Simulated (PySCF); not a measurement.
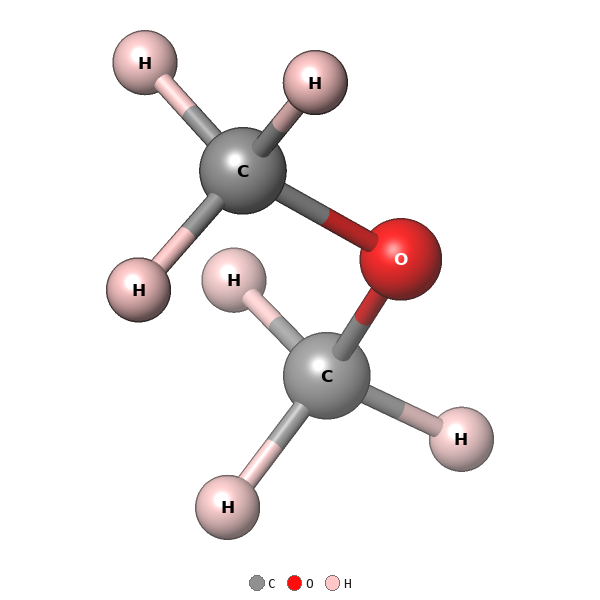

Depth is shown by fading: the farther an atom, the more it takes the colour of the background. The geometry was computed by an optimisation with PBE0-D3(BJ)/def2-SVP. No frequency run is at hand to confirm it as a minimum.

List the symmetry elements and name the point group.

Answer. It has 1 C2 axis and 2 mirror planes, so the point group is C2v. The group has 4 operations. The geometry is achiral, and symmetry allows a dipole moment.
